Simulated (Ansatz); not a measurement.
## Electronic structure of RbCdI3 in real space

```yaml
crystal:
  lattice:
    - [5.89616, 0.00000, 0.00000]
    - [0.00000, 5.89616, 0.00000]
    - [0.00000, 0.00000, 5.89616]
  atoms:
    - { symbol: Rb, position: [0.00000, 0.00000, 0.00000] }
    - { symbol: Cd, position: [0.50000, 0.50000, 0.50000] }
    - { symbol: I, position: [0.50000, 0.50000, 0.00000] }
    - { symbol: I, position: [0.50000, 0.00000, 0.50000] }
    - { symbol: I, position: [0.00000, 0.50000, 0.50000] }
```

Space group Pm-3m; started from the cubic perovskite prototype, which need not be the ambient phase.

These are results of DFT, r2SCAN+rVV10, plane waves, PAW in Ansatz 0.2.0, not measurements.

Core electrons are frozen (PAW), and the valence fields are smoothed inside the atomic spheres.

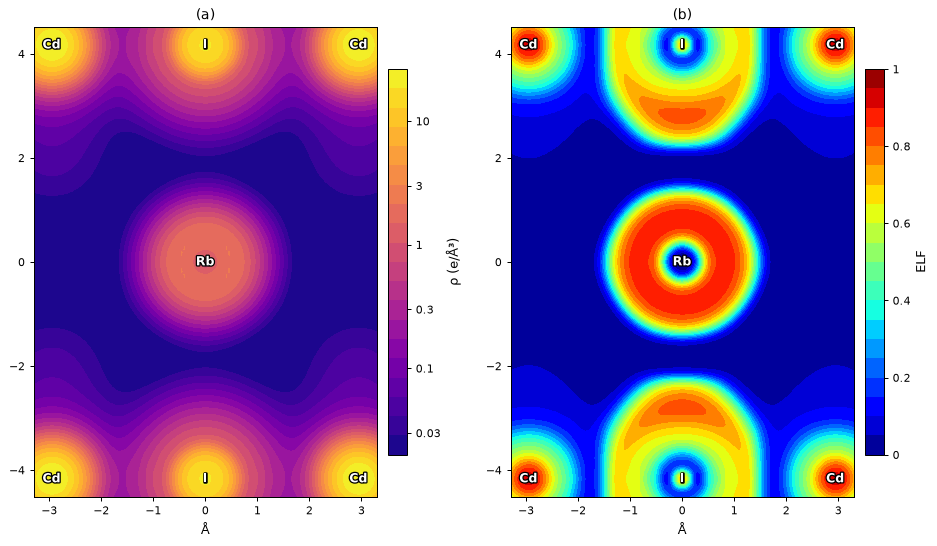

Figure 1. (a) valence charge density (pseudo); (b) electron localisation function on the (101) plane of the conventional cell.

> Read the bonding off the picture.

- Atoms in the plane: Rb, Cd and I.
- Cd–I (2.95 Å): ρ at the midpoint is about 0.27 e/Å³; the ELF is about 0.40 at the midpoint and 0.10 at its lowest between the atoms.
- Rb–I (4.17 Å): the density is about 0.03 e/Å³ at the midpoint, with its minimum of 0.02 e/Å³ about 1.9 Å from Rb; the ELF peaks at about 0.80 in the valence shell of I, 1.4 Å from its nucleus, and drops to about 0 between the two atoms (an ionic contact with no shared pair).
- Between the atoms the lowest density in this plane is 0.002 e/Å³.
- The features right at Rb and Cd lie inside the PAW spheres, where the map follows smoothed inner orbitals and isn't to be read closely.

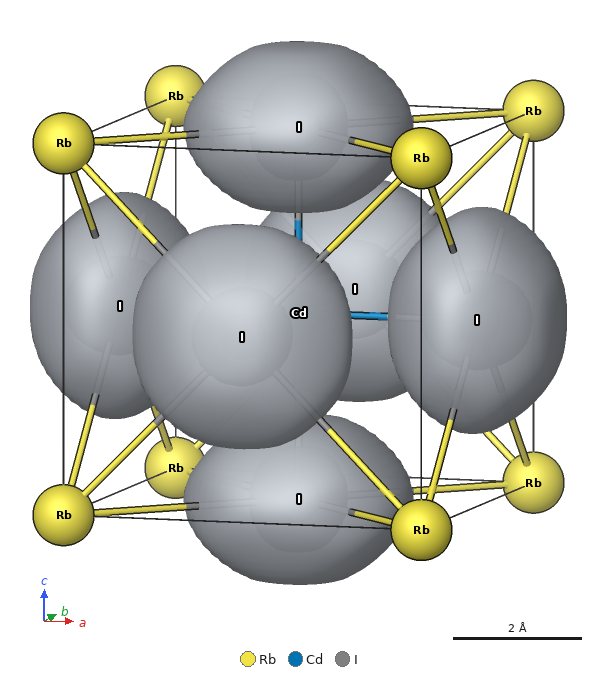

Figure 2. Isosurface of the electron localisation function at 0.6 (grey), seen slightly off an axis. Only the valence region is drawn (cores and ρ < 0.01 e/Å³ removed). Sticks mark near contacts.

> What do the ELF domains correspond to?

The ELF exceeds this value in three regions wrapped around I (the valence shell of each), counted in one cell of 5 atoms. Regions shared between cells count once.
